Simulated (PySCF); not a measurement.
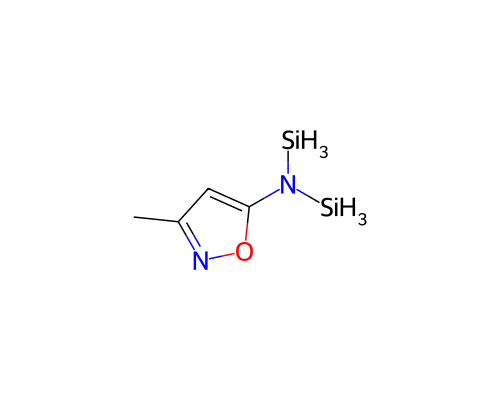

Skeletal drawing of a molecule.

Give its SMILES.

Answer. Cc1cc(N([SiH3])[SiH3])on1

Give the formula, hydrogens included.

Answer. C4H10N2OSi2.

More results for the same structure follow; atom numbers are the same in all pictures, views and colours differ. Computed geometry: PBE0-D3(BJ)/def2-SVP optimisation. No frequency run is at hand to confirm it as a minimum.

### Excitation

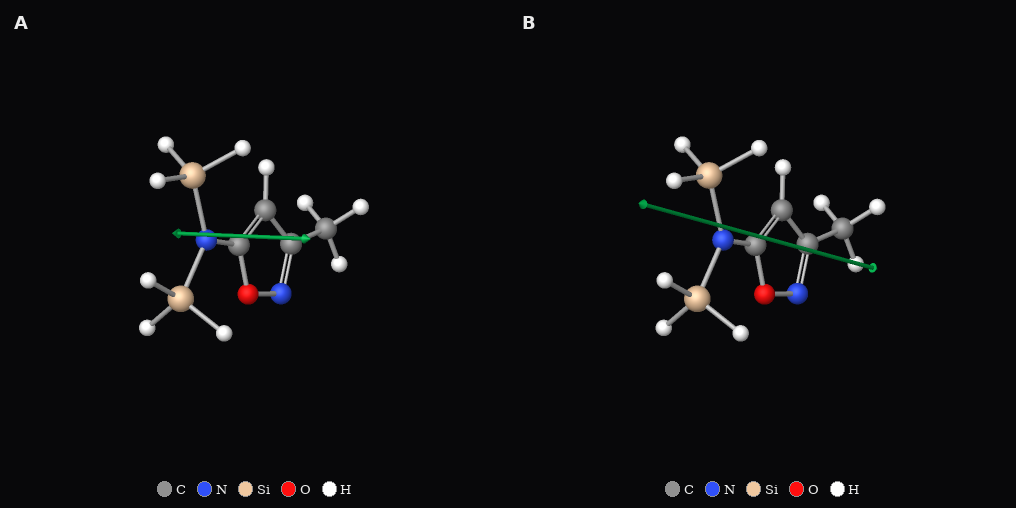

The double arrows show the directions of two transition dipoles from the ground state (lengths mean nothing). No frequency run is at hand to confirm it as a minimum. Level of theory: TDDFT CAM-B3LYP/def2-SVPD, vertical, gas phase, core orbitals frozen in the response (PySCF 2.14.0).

One belongs to singlet state 2 and one to singlet state 3. Which is which?

Answer. A: state 3, 6.28 eV (197 nm), oscillator strength 0.016, mainly HOMO → LUMO+1 (weight 0.81).
B: state 2, 5.82 eV (213 nm), oscillator strength 0.31, mainly HOMO → LUMO+2 (weight 0.92).

### NMR shielding

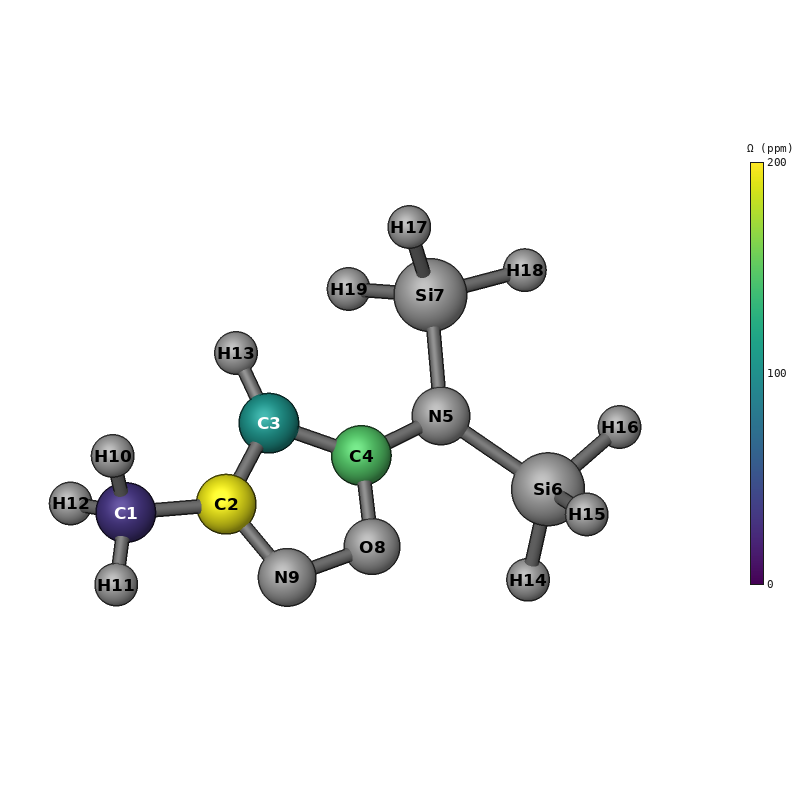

The C atoms are coloured by the span of their shielding tensor. No frequency run is at hand to confirm it as a minimum. Properties computed with GIAO PBE0/pcSseg-1 NMR shielding, non-relativistic, IEF-PCM cyclohexane (PySCF 2.14.0). Principal shieldings σ11 ≤ σ22 ≤ σ33, span Ω = σ33 − σ11, skew κ = 3(σiso − σ22)/Ω.

Which C atom has the most anisotropic shielding?

Answer. C2, with a span of 193 ppm.

Give the shielding tensors of the C atoms.

```
atom    σ11    σ22    σ33   σiso      Ω      κ
  C1  158.1  165.3  188.9  170.7   30.8   0.53
  C2  −74.2    9.7  119.2   18.3  193.4   0.13
  C3   46.5  100.5  150.0   99.0  103.5  −0.04
  C4  −61.4    5.6   84.7    9.6  146.1   0.08
```

Shieldings and span in ppm.

### Ring current

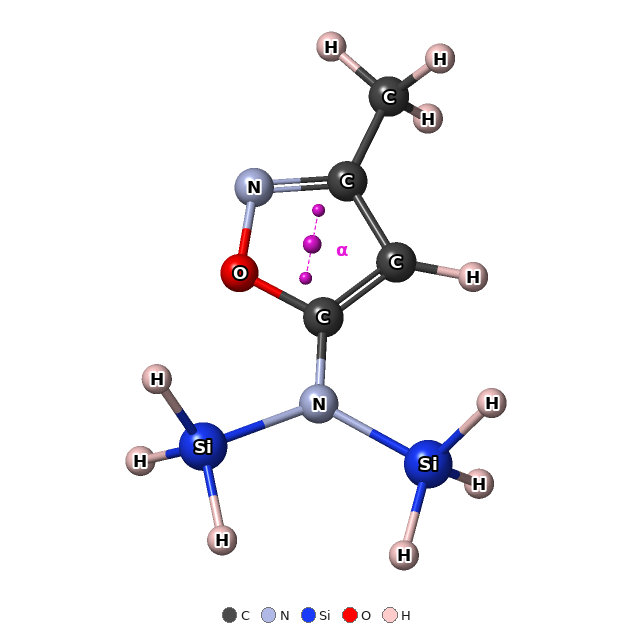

The small points mark where nucleus-independent chemical shifts (NICS) were computed: at the centre of each lettered ring and 1 Å above and below it. No frequency run is at hand to confirm it as a minimum. Properties computed with GIAO PBE0/pcSseg-1 NMR shielding, non-relativistic, gas phase (PySCF 2.14.0).

Give NICS(0), NICS(1) and the out-of-plane component NICS(1)zz for each ring (means of the two sides).

```
ring  members  NICS(0)  NICS(1)  NICS(1)zz
   α     C3NO    −10.4     −9.1      −20.4
```

Values in ppm.

What do the values say about the ring currents?

Answer. Ring α: diatropic, as in an aromatic ring. NICS is one index among several.
